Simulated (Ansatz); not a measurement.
# Resistivity from frozen vibrations: Ru(0001) with 2 thermally displaced layers, 2x2, part 2 of 2

Wanted: the phonon-limited resistivity of Ru at 800 K by the Landauer route.

Ansatz 0.2.0; Ansatz plane-wave DFT, PBE, PAW files; ballistic transport by layer matching (Landauer), zero bias; PAW set soft_1.

So far. Step 2 (With 2 displaced layers): Over the solved energies the transmission per spin lies between 4.85 and 5.14, out of 5.32 channels of the lead on average (up to 5.64).

### 3. With 6 displaced layers

System of this step: Ru(0001) with 6 thermally displaced layers, 2x2. The cell holds 64 atoms: 64 Ru. Its edges and angles: a = 5.412 Å, b = 5.412 Å, c = 34.255 Å, α = 90.0°, β = 90.0°, γ = 120.0°. It derives from Ru. Regions: lead, 40 atoms (40 Ru); scattering region, 24 atoms (24 Ru). The structure is stacked along c, and the current runs across the ab planes.

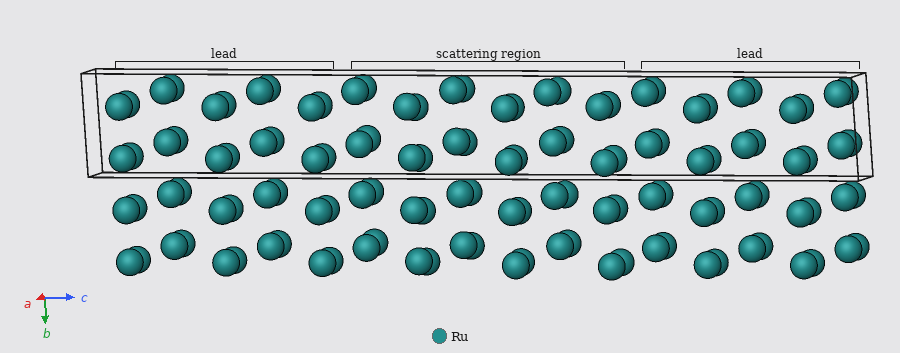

The cell of this step (ruthenium teal). 1×2×1 cells are drawn.

input.yaml

```yaml
crystal:
  lattice:
    - [5.4116, 0.0, 0.0]
    - [-2.7058, 4.6865830751, 0.0]
    - [0.0, 0.0, 34.2552]
  atoms:
    - { symbol: Ru, position: [0.1666666667, 0.3333333333, 0.03125] }
    - { symbol: Ru, position: [0.1666666667, 0.8333333333, 0.03125] }
    - { symbol: Ru, position: [0.6666666667, 0.3333333333, 0.03125] }
    - { symbol: Ru, position: [0.6666666667, 0.8333333333, 0.03125] }
    - { symbol: Ru, position: [0.3333333333, 0.1666666667, 0.09375] }
    - { symbol: Ru, position: [0.3333333333, 0.6666666667, 0.09375] }
    - { symbol: Ru, position: [0.8333333333, 0.1666666667, 0.09375] }
    - { symbol: Ru, position: [0.8333333333, 0.6666666667, 0.09375] }
    - { symbol: Ru, position: [0.1666666667, 0.3333333333, 0.15625] }
    - { symbol: Ru, position: [0.1666666667, 0.8333333333, 0.15625] }
    - { symbol: Ru, position: [0.6666666667, 0.3333333333, 0.15625] }
    - { symbol: Ru, position: [0.6666666667, 0.8333333333, 0.15625] }
    - { symbol: Ru, position: [0.3333333333, 0.1666666667, 0.21875] }
    - { symbol: Ru, position: [0.3333333333, 0.6666666667, 0.21875] }
    - { symbol: Ru, position: [0.8333333333, 0.1666666667, 0.21875] }
    - { symbol: Ru, position: [0.8333333333, 0.6666666667, 0.21875] }
    - { symbol: Ru, position: [0.1666666667, 0.3333333333, 0.28125] }
    - { symbol: Ru, position: [0.1666666667, 0.8333333333, 0.28125] }
    - { symbol: Ru, position: [0.6666666667, 0.3333333333, 0.28125] }
    - { symbol: Ru, position: [0.6666666667, 0.8333333333, 0.28125] }
    - { symbol: Ru, position: [0.3081545997, 0.1567652446, 0.34297188] }
    - { symbol: Ru, position: [0.3116881644, 0.6485136683, 0.3438109683] }
    - { symbol: Ru, position: [0.8413667569, 0.1638310562, 0.3425125963] }
    - { symbol: Ru, position: [0.8417505967, 0.6753904827, 0.3432507582] }
    - { symbol: Ru, position: [0.1787462608, 0.3460179396, 0.4059056078] }
    - { symbol: Ru, position: [0.1602117077, 0.8375618449, 0.4066619361] }
    - { symbol: Ru, position: [0.6704288299, 0.3177088395, 0.4051490228] }
    - { symbol: Ru, position: [0.6472922805, 0.8122423247, 0.4064603973] }
    - { symbol: Ru, position: [0.3343999994, 0.1576806842, 0.4710558284] }
    - { symbol: Ru, position: [0.3458065463, 0.6742975141, 0.469418473] }
    - { symbol: Ru, position: [0.8352994291, 0.150465653, 0.4697716284] }
    - { symbol: Ru, position: [0.8289322439, 0.6451657159, 0.4693274861] }
    - { symbol: Ru, position: [0.1687817106, 0.3428390777, 0.5305193651] }
    - { symbol: Ru, position: [0.1685595954, 0.8375034731, 0.5297918299] }
    - { symbol: Ru, position: [0.6723336811, 0.3320566548, 0.5320695308] }
    - { symbol: Ru, position: [0.667775653, 0.8465449192, 0.5322571049] }
    - { symbol: Ru, position: [0.3353013774, 0.1743532294, 0.5958463341] }
    - { symbol: Ru, position: [0.3426309988, 0.6475270884, 0.5952196025] }
    - { symbol: Ru, position: [0.837661341, 0.1655250279, 0.5920748284] }
    - { symbol: Ru, position: [0.8389026776, 0.6513200121, 0.5946934429] }
    - { symbol: Ru, position: [0.1706514966, 0.3138763841, 0.6557465859] }
    - { symbol: Ru, position: [0.154360181, 0.8363017896, 0.6587700422] }
    - { symbol: Ru, position: [0.6771682169, 0.3117059366, 0.6552932385] }
    - { symbol: Ru, position: [0.6836825406, 0.8525434124, 0.6569509284] }
    - { symbol: Ru, position: [0.3333333333, 0.1666666667, 0.71875] }
    - { symbol: Ru, position: [0.3333333333, 0.6666666667, 0.71875] }
    - { symbol: Ru, position: [0.8333333333, 0.1666666667, 0.71875] }
    - { symbol: Ru, position: [0.8333333333, 0.6666666667, 0.71875] }
    - { symbol: Ru, position: [0.1666666667, 0.3333333333, 0.78125] }
    - { symbol: Ru, position: [0.1666666667, 0.8333333333, 0.78125] }
    - { symbol: Ru, position: [0.6666666667, 0.3333333333, 0.78125] }
    - { symbol: Ru, position: [0.6666666667, 0.8333333333, 0.78125] }
    - { symbol: Ru, position: [0.3333333333, 0.1666666667, 0.84375] }
    - { symbol: Ru, position: [0.3333333333, 0.6666666667, 0.84375] }
    - { symbol: Ru, position: [0.8333333333, 0.1666666667, 0.84375] }
    - { symbol: Ru, position: [0.8333333333, 0.6666666667, 0.84375] }
    - { symbol: Ru, position: [0.1666666667, 0.3333333333, 0.90625] }
    - { symbol: Ru, position: [0.1666666667, 0.8333333333, 0.90625] }
    - { symbol: Ru, position: [0.6666666667, 0.3333333333, 0.90625] }
    - { symbol: Ru, position: [0.6666666667, 0.8333333333, 0.90625] }
    - { symbol: Ru, position: [0.3333333333, 0.1666666667, 0.96875] }
    - { symbol: Ru, position: [0.3333333333, 0.6666666667, 0.96875] }
    - { symbol: Ru, position: [0.8333333333, 0.1666666667, 0.96875] }
    - { symbol: Ru, position: [0.8333333333, 0.6666666667, 0.96875] }
kpoints:
  mp_grid: { grid: [5, 5, 1] }
hamiltonian:
  xc: pbe
  pseudopotentials: { kind: paw, azcp: { folder: soft_1 } }
scf:
  occupations: { method: fermi_dirac, width: 0.1 }
output:
  transmission:
    leads: [[0, 8]]
    kmesh: [10, 10]
    e_range: [-0.05, 0.05]
    de: 0.05
  write_potential: true
  write_density: true
  volumetric_format: npy
```

The run is started by

```bash
$ ansatz run input.yaml --threads 4 --pin off --max-ram 15360MiB --backend cpu --events-out ev --progress --plain --runs-dir out
```

Numbers of over 12 decimals in the logs are rounded to 6 here.

What it wrote:

```text
[...]
Crystal: 64 atoms, lattice volume = 868.777 Å³
Basis set: ecut = 420 eV, 16909 PW (Γ)
Bands: 615, of which v1, the nominal top of the filled ones, is band 512 counted from 1 (511 counted from 0)
Symmetry: 1 space group operations
[...]
k-points: 13 of 25 (time reversal used)
[...]
SCF iter   1: F=—  HF=-376277.165558 eV  |F-HF|=—  |Δ(HF+E_count)|=         —  Δρ=1.22e-1  dr2=1.24e2  ethr=3.10e-3  ⟨swp⟩=5.0  Hψ=25917  notcnv=0  defer=1
[...]
SCF iter   9: F=-376237.826359 eV  HF=-376237.826359 eV  |F-HF|=3.29e-8  |Δ(HF+E_count)|=   7.63e-9  Δρ=1.03e-6  dr2=3.67e-8  ethr=9.77e-12  ⟨swp⟩=7.2  Hψ=17131  notcnv=0
SCF 1 converged in 9 iterations: F = -376237.826359 eV  dr2 = 3.67e-8
[...]
transmission: 329 of 3276 steps passed
transmission: 656 of 3276 steps passed
[...]
transmission: 3276 of 3276 steps passed
SCF converged after 9 iterations
Free energy (F): -376237.826359 eV
[...]
Internal energy: -376235.770998 eV  (E = F + TS)
E sigma→0 (E₀):  -376236.798678 eV
Entropy (-TS):   -2.055361 eV (-32.115 meV/atom)
Fermi energy:    23.369932 eV
[...]
--- Band table (eV; the first three rows and the last of 13) ---
  k-point 0: bands = [... 508 lower, 24.1149, 24.1240, 24.1312, 24.1387, 24.1677, 24.1774, 24.2451, 24.2593, ... 99 higher]
  k-point 1: bands = [... 508 lower, 23.5565, 23.8152, 23.8324, 23.8473, 23.8668, 23.8860, 23.9028, 23.9236, ... 99 higher]
  k-point 2: bands = [... 508 lower, 23.0743, 23.1145, 23.1370, 23.1489, 23.2142, 23.2663, 23.3366, 23.3735, ... 99 higher]
  k-point 12: bands = [... 508 lower, 23.2345, 23.2434, 23.2616, 23.2851, 23.3054, 23.3714, 23.3945, 23.4171, ... 99 higher]
--- Transmission ---
  basis      : 223 plane waves across, 63 finite elements along
  points     : 52, standing for a mesh of 10 x 10
[...]
channels       : 5.280000e0 a spin
[...]
junction   : crystal 0 to crystal 0, 0.70 to 30.67 Å
    transmission   : 4.169852e0 a spin
[...]
```

The job ended after 8.5 min (4 threads of Intel Xeon Platinum 8375C at 2.90GHz (Ice Lake), shared host; peak memory 10 GiB).

This step gave:

| Quantity | Value |
| --- | --- |
| free energy | -376237.8264 eV |
| energy at zero smearing | -376236.7987 eV |
| Fermi energy | 23.37 eV |
| transmission per spin nearest the Fermi level | 4.170 |
| open channels per spin nearest the Fermi level | 5.28 |
| step of the lead's potential | 7.6 meV |

Per spin. Transmission, zone mean against energy, zero at the Fermi level:

```
energy (eV)  transmission, zone mean
    -0.0500                     4.24
     0.0000                     4.17
     0.0500                     4.41
```

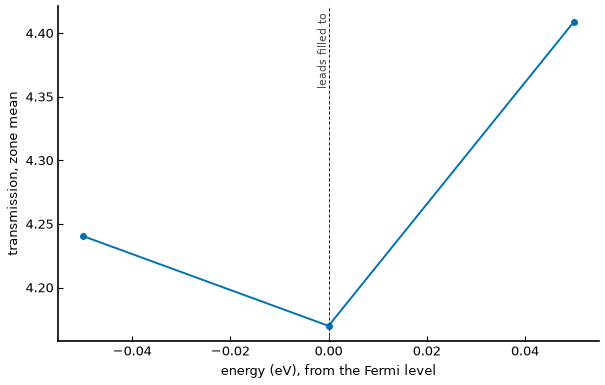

Transmission, zone mean against energy.

Over the solved energies the transmission per spin lies between 4.17 and 4.41, out of 5.49 channels of the lead on average (up to 6.04).

### 4. With 10 displaced layers

System of this step: Ru(0001) with 10 thermally displaced layers, 2x2. The cell holds 80 atoms: 80 Ru. Its edges and angles: a = 5.412 Å, b = 5.412 Å, c = 42.819 Å, α = 90.0°, β = 90.0°, γ = 120.0°. It derives from Ru. Regions: lead, 40 atoms (40 Ru); scattering region, 40 atoms (40 Ru). The structure is stacked along c, and the current runs across the ab planes.

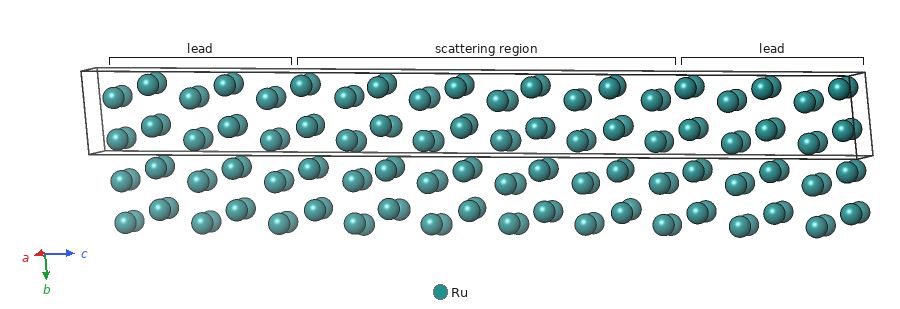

The cell of this step (ruthenium teal). 1×2×1 cells are drawn.

input.yaml

```yaml
crystal:
  lattice:
    - [5.4116, 0.0, 0.0]
    - [-2.7058, 4.6865830751, 0.0]
    - [0.0, 0.0, 42.819]
  atoms:
    - { symbol: Ru, position: [0.1666666667, 0.3333333333, 0.025] }
    - { symbol: Ru, position: [0.1666666667, 0.8333333333, 0.025] }
    - { symbol: Ru, position: [0.6666666667, 0.3333333333, 0.025] }
    - { symbol: Ru, position: [0.6666666667, 0.8333333333, 0.025] }
    - { symbol: Ru, position: [0.3333333333, 0.1666666667, 0.075] }
    - { symbol: Ru, position: [0.3333333333, 0.6666666667, 0.075] }
    - { symbol: Ru, position: [0.8333333333, 0.1666666667, 0.075] }
    - { symbol: Ru, position: [0.8333333333, 0.6666666667, 0.075] }
    - { symbol: Ru, position: [0.1666666667, 0.3333333333, 0.125] }
    - { symbol: Ru, position: [0.1666666667, 0.8333333333, 0.125] }
    - { symbol: Ru, position: [0.6666666667, 0.3333333333, 0.125] }
    - { symbol: Ru, position: [0.6666666667, 0.8333333333, 0.125] }
    - { symbol: Ru, position: [0.3333333333, 0.1666666667, 0.175] }
    - { symbol: Ru, position: [0.3333333333, 0.6666666667, 0.175] }
    - { symbol: Ru, position: [0.8333333333, 0.1666666667, 0.175] }
    - { symbol: Ru, position: [0.8333333333, 0.6666666667, 0.175] }
    - { symbol: Ru, position: [0.1666666667, 0.3333333333, 0.225] }
    - { symbol: Ru, position: [0.1666666667, 0.8333333333, 0.225] }
    - { symbol: Ru, position: [0.6666666667, 0.3333333333, 0.225] }
    - { symbol: Ru, position: [0.6666666667, 0.8333333333, 0.225] }
    - { symbol: Ru, position: [0.3272807178, 0.1702807091, 0.2749778754] }
    - { symbol: Ru, position: [0.3267204928, 0.6577332159, 0.2755155451] }
    - { symbol: Ru, position: [0.8360109139, 0.1655356907, 0.2747048747] }
    - { symbol: Ru, position: [0.8168418843, 0.6607532599, 0.2766061036] }
    - { symbol: Ru, position: [0.1559038134, 0.3158221404, 0.3267764963] }
    - { symbol: Ru, position: [0.1850726935, 0.858974222, 0.3250832202] }
    - { symbol: Ru, position: [0.6530027157, 0.3157254755, 0.326762379] }
    - { symbol: Ru, position: [0.6887402103, 0.8233482136, 0.3241385552] }
    - { symbol: Ru, position: [0.3345635334, 0.156567086, 0.3746398153] }
    - { symbol: Ru, position: [0.3308157052, 0.6690014832, 0.3764574929] }
    - { symbol: Ru, position: [0.8391541847, 0.1778434688, 0.3744410168] }
    - { symbol: Ru, position: [0.8237824852, 0.6406591994, 0.3730697357] }
    - { symbol: Ru, position: [0.171461443, 0.3261552829, 0.4257720201] }
    - { symbol: Ru, position: [0.1804209922, 0.849416353, 0.4260807991] }
    - { symbol: Ru, position: [0.6767000708, 0.331975063, 0.4240703978] }
    - { symbol: Ru, position: [0.6559926831, 0.8273972025, 0.4234958987] }
    - { symbol: Ru, position: [0.3270038399, 0.1655407394, 0.4753349621] }
    - { symbol: Ru, position: [0.3180646263, 0.6432687056, 0.4749037723] }
    - { symbol: Ru, position: [0.8423023232, 0.1798572597, 0.4757692897] }
    - { symbol: Ru, position: [0.8221526623, 0.6578632947, 0.477676637] }
    - { symbol: Ru, position: [0.1857747574, 0.3556093324, 0.5278348538] }
    - { symbol: Ru, position: [0.1603923693, 0.8380194052, 0.5256099414] }
    - { symbol: Ru, position: [0.675856983, 0.3399245482, 0.5252689882] }
    - { symbol: Ru, position: [0.6593633335, 0.8150582653, 0.5247798073] }
    - { symbol: Ru, position: [0.3262250431, 0.1682002801, 0.5743775723] }
    - { symbol: Ru, position: [0.3448298116, 0.6766291724, 0.5754109512] }
    - { symbol: Ru, position: [0.8372289697, 0.1677971872, 0.5744038626] }
    - { symbol: Ru, position: [0.8285862513, 0.6606380704, 0.5755165135] }
    - { symbol: Ru, position: [0.1703504847, 0.3404036406, 0.6232312177] }
    - { symbol: Ru, position: [0.1713797611, 0.8240565772, 0.6240224762] }
    - { symbol: Ru, position: [0.6611606356, 0.3264808261, 0.6253875646] }
    - { symbol: Ru, position: [0.6541145825, 0.8203251631, 0.6238740128] }
    - { symbol: Ru, position: [0.3474223477, 0.1672049855, 0.6734457084] }
    - { symbol: Ru, position: [0.3239590056, 0.6477415235, 0.6773823864] }
    - { symbol: Ru, position: [0.8201867116, 0.1724897872, 0.6757237095] }
    - { symbol: Ru, position: [0.8198857376, 0.6703189622, 0.6763274997] }
    - { symbol: Ru, position: [0.1731792834, 0.3365081023, 0.7262634987] }
    - { symbol: Ru, position: [0.1704075528, 0.8374253102, 0.7248313134] }
    - { symbol: Ru, position: [0.6675967519, 0.3218831769, 0.7260540463] }
    - { symbol: Ru, position: [0.6547111757, 0.8200675993, 0.725486243] }
    - { symbol: Ru, position: [0.3333333333, 0.1666666667, 0.775] }
    - { symbol: Ru, position: [0.3333333333, 0.6666666667, 0.775] }
    - { symbol: Ru, position: [0.8333333333, 0.1666666667, 0.775] }
    - { symbol: Ru, position: [0.8333333333, 0.6666666667, 0.775] }
    - { symbol: Ru, position: [0.1666666667, 0.3333333333, 0.825] }
    - { symbol: Ru, position: [0.1666666667, 0.8333333333, 0.825] }
    - { symbol: Ru, position: [0.6666666667, 0.3333333333, 0.825] }
    - { symbol: Ru, position: [0.6666666667, 0.8333333333, 0.825] }
    - { symbol: Ru, position: [0.3333333333, 0.1666666667, 0.875] }
    - { symbol: Ru, position: [0.3333333333, 0.6666666667, 0.875] }
    - { symbol: Ru, position: [0.8333333333, 0.1666666667, 0.875] }
    - { symbol: Ru, position: [0.8333333333, 0.6666666667, 0.875] }
    - { symbol: Ru, position: [0.1666666667, 0.3333333333, 0.925] }
    - { symbol: Ru, position: [0.1666666667, 0.8333333333, 0.925] }
    - { symbol: Ru, position: [0.6666666667, 0.3333333333, 0.925] }
    - { symbol: Ru, position: [0.6666666667, 0.8333333333, 0.925] }
    - { symbol: Ru, position: [0.3333333333, 0.1666666667, 0.975] }
    - { symbol: Ru, position: [0.3333333333, 0.6666666667, 0.975] }
    - { symbol: Ru, position: [0.8333333333, 0.1666666667, 0.975] }
    - { symbol: Ru, position: [0.8333333333, 0.6666666667, 0.975] }
kpoints:
  mp_grid: { grid: [5, 5, 1] }
hamiltonian:
  xc: pbe
  pseudopotentials: { kind: paw, azcp: { folder: soft_1 } }
scf:
  occupations: { method: fermi_dirac, width: 0.1 }
output:
  transmission:
    leads: [[0, 8]]
    kmesh: [10, 10]
    e_range: [-0.05, 0.05]
    de: 0.05
  write_potential: true
  write_density: true
  volumetric_format: npy
```

What it wrote:

```text
[...]
Crystal: 80 atoms, lattice volume = 1085.972 Å³
Basis set: ecut = 420 eV, 21185 PW (Γ)
Bands: 768, of which v1, the nominal top of the filled ones, is band 640 counted from 1 (639 counted from 0)
Symmetry: 1 space group operations
[...]
k-points: 13 of 25 (time reversal used)
[...]
SCF iter   1: F=—  HF=-470345.883352 eV  |F-HF|=—  |Δ(HF+E_count)|=         —  Δρ=1.22e-1  dr2=1.55e2  ethr=3.10e-3  ⟨swp⟩=5.0  Hψ=32467  notcnv=0  defer=24
[...]
SCF iter   9: F=-470296.769822 eV  HF=-470296.769822 eV  |F-HF|=3.61e-8  |Δ(HF+E_count)|=   1.69e-9  Δρ=1.24e-6  dr2=4.35e-8  ethr=7.81e-12  ⟨swp⟩=7.5  Hψ=21302  notcnv=0
SCF 1 converged in 9 iterations: F = -470296.769822 eV  dr2 = 4.35e-8
[...]
transmission: 432 of 4316 steps passed
transmission: 865 of 4316 steps passed
[...]
transmission: 4316 of 4316 steps passed
SCF converged after 9 iterations
Free energy (F): -470296.769822 eV
[...]
Internal energy: -470294.246393 eV  (E = F + TS)
E sigma→0 (E₀):  -470295.508107 eV
Entropy (-TS):   -2.523429 eV (-31.543 meV/atom)
Fermi energy:    23.366637 eV
[...]
--- Band table (eV; the first three rows and the last of 13) ---
  k-point 0: bands = [... 636 lower, 24.2521, 24.2757, 24.3059, 24.3257, 24.3536, 24.3699, 24.3870, 24.3929, ... 124 higher]
  k-point 1: bands = [... 636 lower, 23.6163, 23.6360, 23.6608, 23.8091, 23.8208, 23.8349, 23.8508, 23.8765, ... 124 higher]
  k-point 2: bands = [... 636 lower, 23.1395, 23.1443, 23.1617, 23.1792, 23.2110, 23.2402, 23.2672, 23.2844, ... 124 higher]
  k-point 12: bands = [... 636 lower, 23.1936, 23.2818, 23.3077, 23.3293, 23.3418, 23.3546, 23.3771, 23.3867, ... 124 higher]
--- Transmission ---
  basis      : 223 plane waves across, 83 finite elements along
  points     : 52, standing for a mesh of 10 x 10
[...]
channels       : 5.280000e0 a spin
[...]
junction   : crystal 0 to crystal 0, 0.70 to 39.24 Å
    transmission   : 3.627211e0 a spin
[...]
```

Run time: 15 min. Hardware: 4 threads; peak memory 8.5 GiB.

Numbers from this step:

```yaml
free_energy: -470296.7698 eV
energy_at_zero_smearing: -470295.5081 eV
transmission_per_spin_nearest_the_fermi_level: 3.627
step_of_the_lead_s_potential: 5.5 meV
```

Per spin. The transmission, zone mean by energy, zero at the Fermi level:

```
energy (eV)  transmission, zone mean
    -0.0500                     3.68
     0.0000                     3.63
     0.0500                     3.80
```

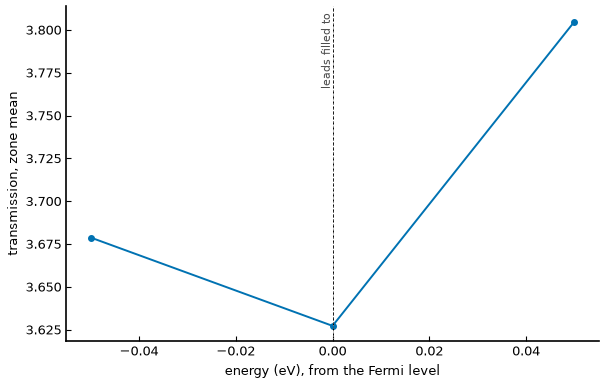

Transmission, zone mean against energy.

Over the solved energies the transmission per spin lies between 3.63 and 3.80, out of 5.44 channels of the lead on average (up to 5.88).

### 5. The fit

This step: Ansatz plane-wave DFT, PBE, PAW files; ballistic transport by layer matching (Landauer), zero bias; resistivity from the slope of the area resistance; PAW set soft_1 (Ansatz 0.2.0).

Numbers from this step:

- resistivity: 13.95 µΩ cm
- intercept: -0.01404 fΩ m²
- scatter about the fit: 0.003542 fΩ m²

Resistance, by row:

```
run  length (Å)      T  channels N  RA (fΩ m²)
 n2       4.282  4.971        5.32     0.04318
 n6       12.85  4.273       5.493      0.1702
n10       21.41  3.704        5.44      0.2821
```

Table of area resistance by length of the displaced region:

```
length of the displaced region (Å)  area resistance (fΩ m²)
                              4.28                   0.0432
                             12.85                    0.170
                             21.41                    0.282
```

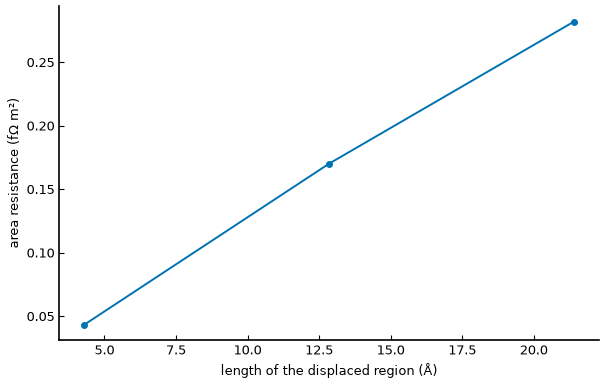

Area resistance, plotted against length of the displaced region.

The area resistance goes from 0.043 to 0.28 fΩ m² between 4.3 and 21.4 Å, a slope of 14 µΩ cm.

By hand from the end points: (0.2821 − 0.04318) fΩ m² / (21.41 − 4.28) Å = 14 µΩ cm, since 1 fΩ m² per Å is 1000 µΩ cm.

### 6. What came out

```yaml
resistivity_from_the_slope: 13.9 µΩ cm
area_resistance_over_4p28_a: 0.0432 fΩ m²
area_resistance_over_12p8_a: 0.170 fΩ m²
area_resistance_over_21p4_a: 0.282 fΩ m²
```

What this shows: The slope gives 14 µΩ cm. The points scatter by 0.0035 fΩ m² about the line, with one random draw a length in a 2x2 cell, so the slope is a rough value. The mean square of the displacements drawn is 0.69, 0.93 and 0.79 of the nominal one at the three lengths; with each resistance scaled back by that, the slope is 17 µΩ cm, the value used below. The lead's own channel count moves between the runs (5.32, 5.49 and 5.44), which shifts RA and the slope too. Read with a model of isotropic scattering on a spherical Fermi surface and the lead's 1.6×10¹⁵ S/m², this slope means a mean free path near 29 Å; over these lengths the model's slope is 1.07 times its bulk resistivity, which would be 16 µΩ cm. Uncorrelated displacements put too much weight on short waves, which scatter strongly; with the sideways repeat of a small cell, one draw and three short lengths, the method is good to a factor of two or three.

[Logs are printed without paths, hosts, clocks, repeated set-up lines and the standing remarks that a program may print on its own settings, such as how far it seeks lower states.]

[Hosts, paths, dates, database ids (printed as entryN), source tags and the programs' standing remarks are cut or masked in the printed files.]
